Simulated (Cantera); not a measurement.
A closed system holds: 1 mol Si, a varied amount of F2, 0.91 mol H2, held at 748.15 K and 3100 Pa.

These are equilibrium values from Cantera (NASA tables, ideal gas, pure condensed phases), not measurements of a reactor. Candidate condensed phases: Si; 25 gas species. The numbers say what is thermodynamically allowed, not how fast it happens.

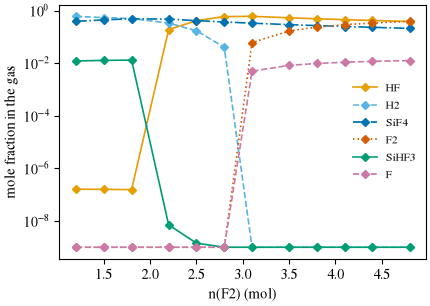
Equilibrium gas composition (values under 1e-9 drawn at 1e-9)

From 1.2 mol F2 to 1.8 mol F2 the condensed part is Si(s). From 2.2 mol F2 to 4.8 mol F2 nothing is condensed. The main Si-bearing gas is SiF4 throughout.
